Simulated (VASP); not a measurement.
Band structure of ZrC (rock salt). Method: RPBE GGA, VASP's PBE PAW potentials (set 64) (plane waves; VASP).

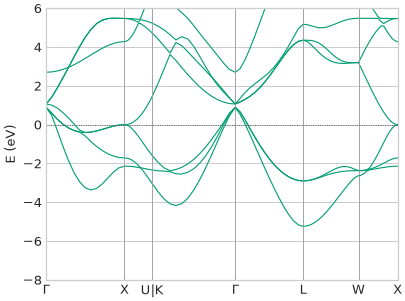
Fig. 1. Bands along high-symmetry lines, zero at the valence-band maximum or, without a gap, the Fermi level

Task: Read the plot: is there a gap, and where are the band edges?

Result: It has no gap at this level: it comes out as a metal or semimetal. (Edges off the drawn lines would not show.)

The compound is ZrC in the rock salt structure. It was relaxed first.
